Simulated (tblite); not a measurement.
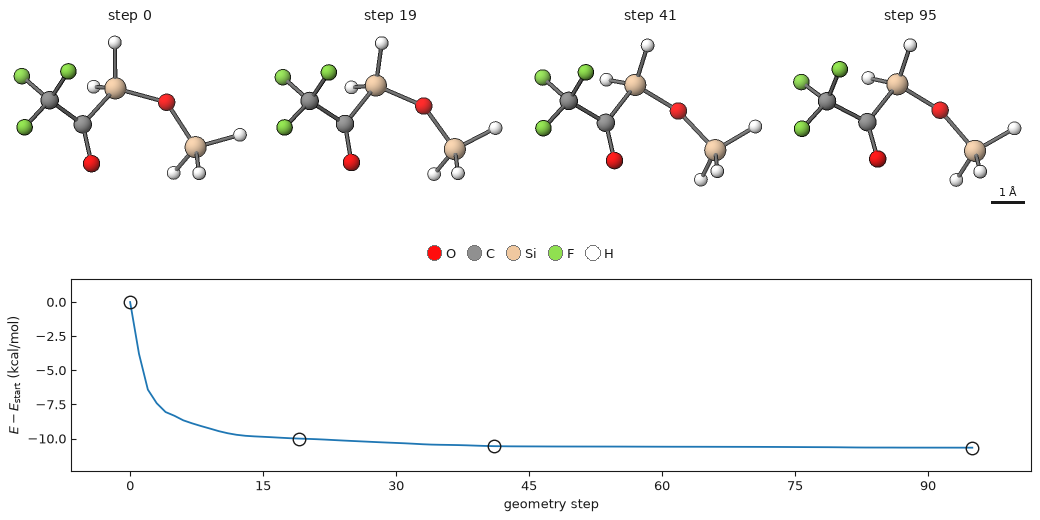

Frames of a relaxation of C$_{2}$H$_{5}$F$_{3}$O$_{2}$Si$_{2}$, marked on the history of the run. A ball-and-stick model, seen at a tilt.

Level of theory: tblite, GFN2-xTB geometry optimisation, gas phase. 

Describe the path.

The atom that moves furthest after the best rigid fit is an H atom (0.54 Å). By element the largest moves are H 0.54 Å, O 0.42 Å, F 0.28 Å, C 0.18 Å, Si 0.14 Å. Among the contacts that change: O–Si 1.643 → 1.597 Å, C–C 1.499 → 1.544 Å, C–Si 1.883 → 1.925 Å, H–Si 1.494 → 1.459 Å. Among the angles between lasting bonds that change: Si–O–Si 138.6° → 159.2°, H–Si–H 105.1° → 117.0°, C–Si–O 116.3° → 105.9°. Groups turn about O–Si by about 35°, O–Si by about 30°, C–Si by about 30°. The energy falls by 10.7 kcal/mol in 95 geometry steps. The run took 1.2 s on 1 thread of Arm Neoverse N1, with other jobs on the host. From step 0 to 19: an H atom moves most (0.25 Å), energy −9.99 kcal/mol. From step 19 to 41: an O atom moves most (0.35 Å), energy −0.55 kcal/mol. From step 41 to 95: an F atom moves most (0.22 Å), energy −0.11 kcal/mol.
